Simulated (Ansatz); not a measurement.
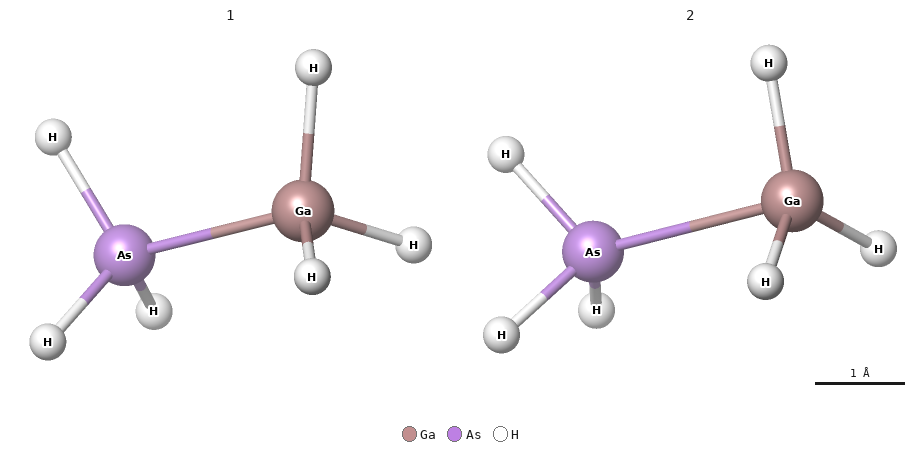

Two geometries of GaAsH6 (coarse preliminary run), drawn at one scale. One is the start of a relaxation, the other its converged end. Style: ball-and-stick. Shown at a tilt.

All numbers below come from Ansatz 0.2.0, RKS PBE-D4/def2-SVP. Settings: force threshold 0.03 eV/Å; at most 200 steps.

**Which geometry has the lower energy?**

Structure 2 is the relaxed one. The start comes from a force field. Over 5 geometry steps the energy falls by 19.1 kcal/mol. Largest force component: 1.9 eV/Å at the start, 0.0048 eV/Å at the end. The largest move after the best rigid fit is that of the Ga atom, 0.38 Å. By element the largest moves are Ga 0.38 Å, H 0.22 Å, As 0.13 Å. Some distances before and after: As–Ga 2.419 → 2.669 Å, Ga–H 1.647 → 1.585 Å, As–H 1.581 → 1.527 Å, Ga–H 1.558 → 1.585 Å. Among the angles between lasting bonds that change: As–Ga–H 113.7° → 95.9°, H–As–H 110.7° → 96.0°, As–Ga–H 110.1° → 95.9°. The run took of the order of 16 core-seconds on a shared host.
